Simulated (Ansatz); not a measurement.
A series of calculations on CH₄O

Part 1: A change

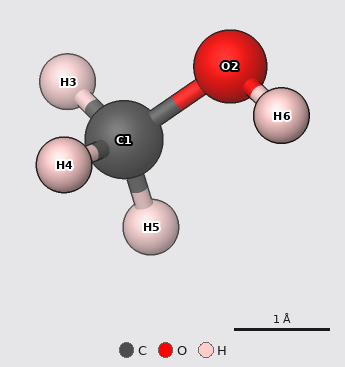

This is CH₄O. A ball-and-stick model, seen at a tilt.

Method: RKS wB97M-V/def2-TZVPP (Ansatz 0.2.0). 

Now this is done to it. All atoms are moved at random (σ = 0.06 Å) from the PBE0-D4/def2-TZVP minimum.

Question: What does the calculation give for the changed structure?

Answer: The energy rises by 35.3 kJ/mol. The largest force is 4.4 eV/Å, on C1. The forces point partly back along the displacements (cosine −0.66). At other levels of theory the same distortion costs 31.2 kJ/mol (RKS PBE-D4/def2-TZVPP), 34.6 kJ/mol (RKS r2SCAN-D4/def2-TZVPP), 34.6 kJ/mol (RKS PBE0-D4/def2-TZVPP), 35.5 kJ/mol (RHF-CCSD(T), frozen core/def2-TZVPP). Some distances before and after: C1–H3 1.090 → 1.196 Å, C1–H4 1.097 → 1.043 Å, C1–H5 1.097 → 1.151 Å, C1–O2 1.409 → 1.398 Å. Among the angles between lasting bonds that change: O2–C1–H4 112.4° → 122.7°, H3–C1–H4 108.1° → 100.8°.

The changed structure in the same view:

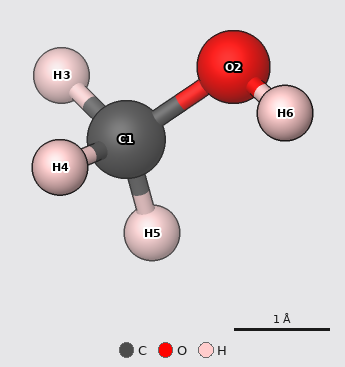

Part 2: Distortion

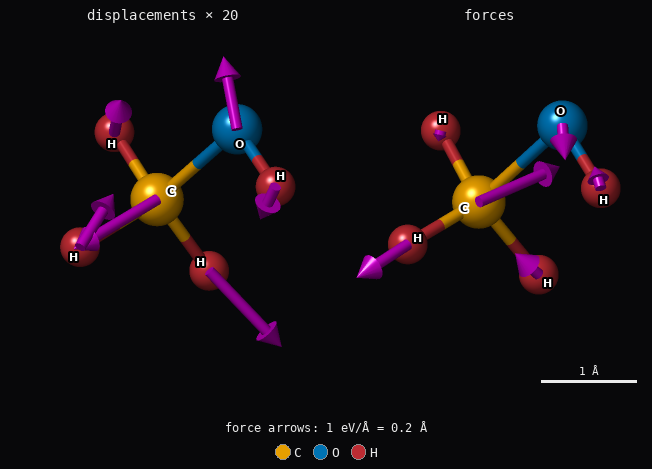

Left: CH₄O, with purple arrows for the displacements applied to it. Right: the displaced structure with the computed forces. Style: ball-and-stick. Shown from a free direction.

The calculation used Ansatz, RKS r2SCAN-D4/def2-TZVPP. 

> Describe the distortion and the response.

All atoms are moved at random (σ = 0.06 Å) from the PBE0-D4/def2-TZVP minimum. The energy rises by 31.4 kJ/mol. The largest force is 5.8 eV/Å, on the C atom. The forces mostly point back along the displacements (cosine −0.83). At other levels of theory the same distortion costs 29.5 kJ/mol (RKS PBE-D4/def2-TZVPP), 33.6 kJ/mol (RKS PBE0-D4/def2-TZVPP), 32.4 kJ/mol (RKS wB97M-V/def2-TZVPP), 31.5 kJ/mol (RHF-CCSD(T), frozen core/def2-TZVPP). Some distances before and after: C–H 1.095 → 1.002 to 1.174 Å, C–O 1.409 → 1.443 Å, H–O 0.959 → 0.991 Å. Among the angles between lasting bonds that change: O–C–H 107.0° → 101.5°, C–O–H 108.5° → 103.3°.

Part 3: Distortion

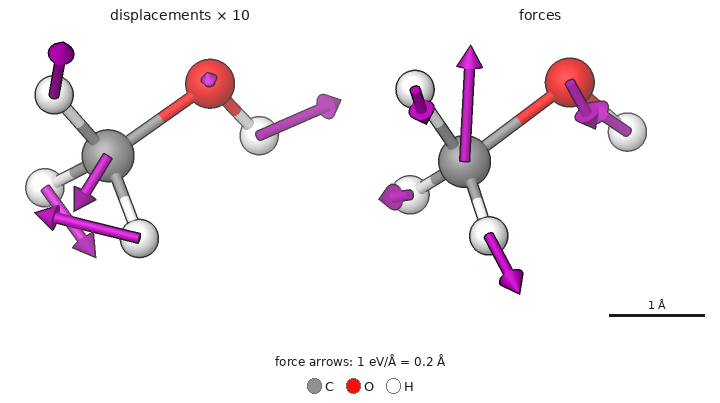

Left: CH4O, with purple arrows for the displacements applied to it. Right: the displaced structure with the computed forces. The picture is a ball-and-stick view, seen at a tilt.

Level of theory: RKS wB97M-V/def2-TZVPP (Ansatz). 

How do the forces relate to the distortion?

Answer. All atoms are moved at random (σ = 0.06 Å) from the PBE0-D4/def2-TZVP minimum. It costs 73.4 kJ/mol. The largest force is 6.3 eV/Å, on the C atom. The forces point partly back along the displacements (cosine −0.65). At other levels of theory the same distortion costs 68.2 kJ/mol (RKS PBE-D4/def2-TZVPP), 72.6 kJ/mol (RKS r2SCAN-D4/def2-TZVPP), 76.3 kJ/mol (RKS PBE0-D4/def2-TZVPP), 73.0 kJ/mol (RHF-CCSD(T), frozen core/def2-TZVPP). Some distances before and after: C–H 1.095 → 0.996 to 1.201 Å, H–O 0.959 → 1.056 Å, C–O 1.409 → 1.469 Å. Bond angles that change, for instance: H–C–H 108.1° → 116.9°, O–C–H 107.0° → 100.0°.
